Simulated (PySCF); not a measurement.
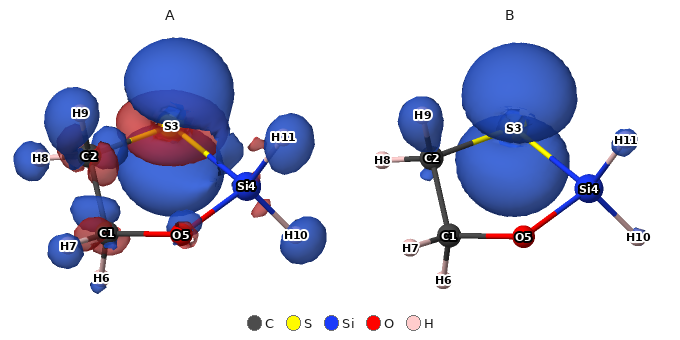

*C2H6OSSi, SMILES `C1CS[SiH2]O1`. The Fukui function f⁻ from two separate SCF calculations and the density of the HOMO, at ±0.03 e/Å³ (blue positive, red negative).*

Computed with PySCF, B3LYP/def2-SVPD, geometry: GFN2-xTB. No frequency check shows the geometry to be a minimum. GFN2-xTB bond lengths at metals and heavier atoms can be off by up to 0.1 Å and shapes distorted, which carries into these values.

The calculation's input:

```python
import numpy as np
from pyscf import gto, scf, dft
from pyscf.scf import atom_ks, atom_hf
from scipy.linalg import block_diag

def solve(mol, dm0=None, hcore=None):
    mf = (dft.UKS if mol.spin else dft.RKS)(mol, xc='b3lyp')
    mf.grids.level = 3
    mf = mf.density_fit(auxbasis='def2-universal-jkfit')
    mf.conv_tol, mf.max_cycle = 1e-8, 80
    if hcore is not None:
        mf.get_hcore = lambda *args: hcore
    mf.kernel(dm0)
    if not mf.converged:
        mf = mf.newton().run(mf.mo_coeff, mf.mo_occ, max_cycle=30)
    assert mf.converged, 'SCF not converged'
    return mf

mol = gto.M(atom='''
C     -0.70482    -1.41980    -0.23766
C     -1.48108    -0.21851     0.28145
S     -0.53558     1.29400    -0.10775
Si     1.30849     0.20257     0.04856
O      0.65621    -1.28758     0.06558
H     -0.82435    -1.50329    -1.32394
H     -1.06390    -2.34148     0.23031
H     -2.45877    -0.13633    -0.18645
H     -1.59430    -0.26564     1.36421
H      2.08573     0.44817    -1.15217
H      1.97169     0.38915     1.32483
''', basis='def2-svpd', charge=0, spin=0, verbose=4)
mf = solve(mol)
out = dict(e0=mf.e_tot, dm0=mf.make_rdm1(), c=mf.mo_coeff, occ=mf.mo_occ, eps=mf.mo_energy)
for name, dq, spin in [('cation', 1, 1), ('anion', -1, 1)]:
    ion = mol.copy().set(charge=mol.charge + dq, spin=spin).build()
    mi = solve(ion)
    if spin and dq > 0 and mol.nao < 130:
        c, _, stable, _ = mi.stability(return_status=True)
        if not stable:
            mi = solve(ion, mi.make_rdm1(c, mi.mo_occ))
    print(name, 'vertical energy change / eV', (mi.e_tot - mf.e_tot) * 27.211386)
    out.update({'e_' + name: mi.e_tot, 'dm_' + name: mi.make_rdm1(), 's2_' + name: mi.spin_square()[0], 'eps_' + name: mi.mo_energy, 'occ_' + name: mi.mo_occ})
# spherically averaged free atoms, for the promolecule
atm = atom_ks.get_atm_nrks(mol, xc='b3lyp')
pro = block_diag(*[(atm[a[0]][2] * atm[a[0]][3]) @ atm[a[0]][2].T for a in mol._atom])
np.savez('result.npz', pro=pro, **out)
```

Command:

```sh
OMP_NUM_THREADS=1 python input.py
```

The run took 2.3 min on 1 thread of Arm Neoverse V1, on a shared host, peak memory 0.78 GiB.

Partitions, critical points and surface values were worked out afterwards from this run's density.

Q: Which panel is which, and how good is the frozen-orbital picture?

A: A is f⁻ (it has negative regions), B the HOMO density. The HOMO lies on S3 (76 %), Si4 (8 %) and C2 (6 %); f⁻ (Hirshfeld-condensed) is largest on S3 (0.50); the vertical ionisation energy is 9.07 eV (the stability of the cation's solution wasn't checked). Relaxation shifts 27 % of the electron between atoms. The orbital energy is −6.67 eV.
